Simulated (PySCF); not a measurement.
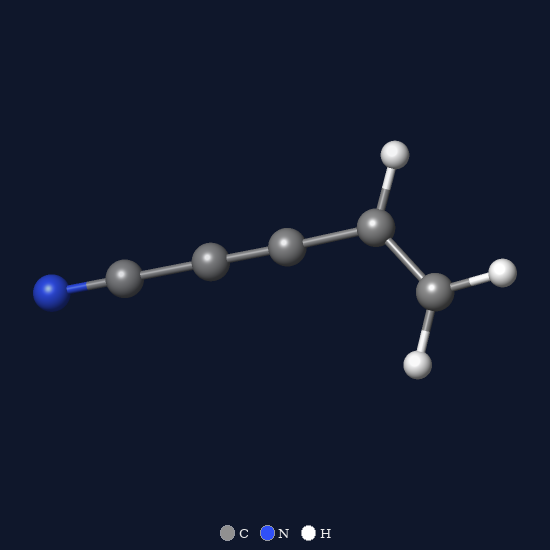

The computed structure is the end point of a PBE0-D3(BJ)/def2-SVP optimisation. No frequency run is at hand to confirm it as a minimum. Program: PySCF 2.14.0.

Compare dipole (D), HOMO energy (eV) at these levels: BHandHLYP/aug-pcX-1 (pcseg-1 on H); PBE0/def2-SVPD; PBE0/def2-SVPD in acetone (IEF-PCM); PBE0/def2-SVPD in acetonitrile (IEF-PCM); PBE0/pcSseg-1 in acetone (IEF-PCM); PBE0/pcSseg-1 in acetonitrile (IEF-PCM).

| level | dipole (D) | HOMO energy (eV) |
| --- | --- | --- |
| BHandHLYP/aug-pcX-1 (pcseg-1 on H) | 5.34 | −8.75 |
| PBE0/def2-SVPD | 5.19 | −7.88 |
| PBE0/def2-SVPD in acetone (IEF-PCM) | 7.10 | −7.72 |
| PBE0/def2-SVPD in acetonitrile (IEF-PCM) | 7.17 | −7.72 |
| PBE0/pcSseg-1 in acetone (IEF-PCM) | 6.99 | −7.73 |
| PBE0/pcSseg-1 in acetonitrile (IEF-PCM) | 7.05 | −7.72 |
